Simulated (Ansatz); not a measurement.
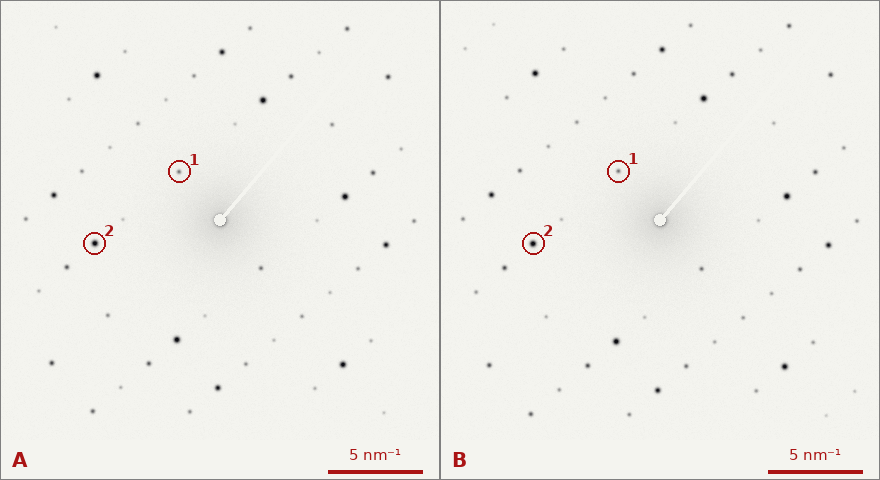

Kinematic electron diffraction patterns (200 kV, B = 0.5 Å², same scale) along [101] of the run's own cell, for the start and the end of one relaxation of Bi3Br2 with Ansatz 0.2.0, DFT PBE, scalar-relativistic, plane waves, PAW. k mesh 6×6×6. The start is a generated model structure, and the relaxation ends in the nearest stationary point of its symmetry, not necessarily the ground state. Spot 1 is -1 0 1 and spot 2 is -1 -3 1 in both.

Start structure:

```
Bi Br
1.0
     2.92590    1.68927   13.28387
    -2.92590    1.68927   13.28387
     0.00000   -3.37853   13.28387
Bi Br
6 4
Direct
  0.57002 0.92998 0.25000
  0.25000 0.57002 0.92998
  0.92998 0.25000 0.57002
  0.42998 0.07002 0.75000
  0.75000 0.42998 0.07002
  0.07002 0.75000 0.42998
  0.35722 0.35722 0.35722
  0.14278 0.14278 0.14278
  0.64278 0.64278 0.64278
  0.85722 0.85722 0.85722
```

**Which pattern belongs to the start structure, and which to the relaxed one?**

B is the start: its cell gives d(1) = 2.926 Å, d(2) = 1.454 Å and an angle of 60.2°. A is the relaxed structure, with d(1) = 2.968 Å (+1.4 %), d(2) = 1.476 Å (+1.5 %) and 60.2°.

**Name reflections whose intensity changes strongly on relaxation.**

2 -2 -2 goes from 8.2 to 3.4 % of the strongest spot.

**What did the relaxation do to the structure and the energy?**

The volume changed by +10.0 % to 43.34 Å³ an atom; with the mean shift removed, the atoms moved by up to 0.21 Å relative to the cell (Br most); the space group stayed R-3c (No. 167); the free energy fell by 8.9 meV an atom. Relaxed cell: a = 14.613 Å, b = 14.613 Å, c = 14.613 Å, α = 23.43°, β = 23.43°, γ = 23.43°.
